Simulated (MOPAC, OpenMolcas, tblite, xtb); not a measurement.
How methods differ on InN2H4 (SMILES [NH2][In][NH2])

InN2H4 has 7 atoms, charge 0, and is taken as a doublet. SMILES: `[NH2][In][NH2]`. Geometry: a GFN2-xTB relaxation, a rough one for these elements and not checked as a minimum. This is one conformer, not always the lowest.

```csv
atom,x (Å),y (Å),z (Å)
N,-1.5891,0.5452,-0.4622
In,-0.3604,-0.4380,1.0535
N,1.6668,-0.4538,0.2388
H,-2.5948,0.4805,-0.3288
H,-1.3995,0.0713,-1.3427
H,2.4042,-0.7045,0.8927
H,1.8729,0.4992,-0.0513
```

Each level gives the dipole moment (D). The values are calculated.

```json
{"level": "PM7", "kind": "semi-empirical", "program": "MOPAC", "value (D)": "2.96", "CPU time": "under 2 s"}
{"level": "GFN2-xTB", "kind": "semi-empirical", "program": "xtb", "value (D)": "1.79", "CPU time": "under 2 s"}
{"level": "GFN1-xTB", "kind": "semi-empirical", "program": "tblite", "value (D)": "1.78", "CPU time": "under 2 s"}
{"level": "IPEA1-xTB", "kind": "semi-empirical", "program": "tblite", "value (D)": "1.34", "CPU time": "under 2 s"}
{"level": "UHF/STO-3G", "kind": "Hartree–Fock", "program": "OpenMolcas", "value (D)": "3.28", "CPU time": "2.6 s"}
{"level": "UHF/3-21G", "kind": "Hartree–Fock", "program": "OpenMolcas", "value (D)": "2.16", "CPU time": "3.7 s"}
{"level": "UHF/def2-SVP (core potential)", "kind": "Hartree–Fock", "program": "OpenMolcas", "value (D)": "2.01", "CPU time": "7 s"}
{"level": "UHF/def2-TZVP (core potential)", "kind": "Hartree–Fock", "program": "OpenMolcas", "value (D)": "2.18", "CPU time": "46 s"}
{"level": "USPW92/ANO-RCC-VDZP (DKH2)", "kind": "LDA", "program": "OpenMolcas", "value (D)": "0.68", "CPU time": "26 s"}
{"level": "URGE2/LANL2DZ (RICD fitting, core potential)", "kind": "GGA", "program": "OpenMolcas", "value (D)": "1.12", "CPU time": "5.2 s"}
```

All-electron rows without a relativistic Hamiltonian named are non-relativistic, while core potentials hold scalar relativity, so basis and relativity change together. The values span 0.68 to 3.28 D. Magnitudes only: a small dipole may point the other way at some levels. Sets without polarisation functions give poor dipoles. Times are those of the runs behind each value, whatever else they computed, on shared processors of several kinds: orders of magnitude only.

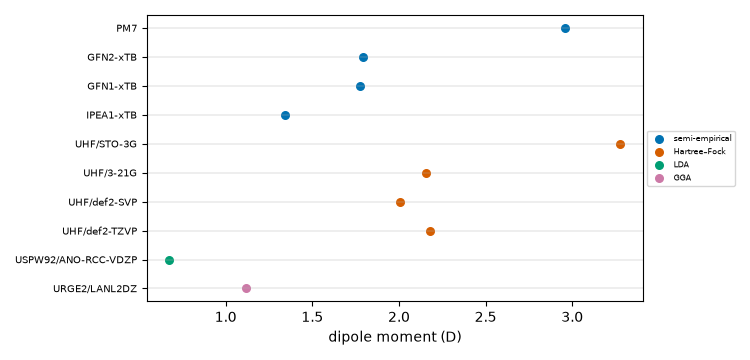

The values of the table, level by level.
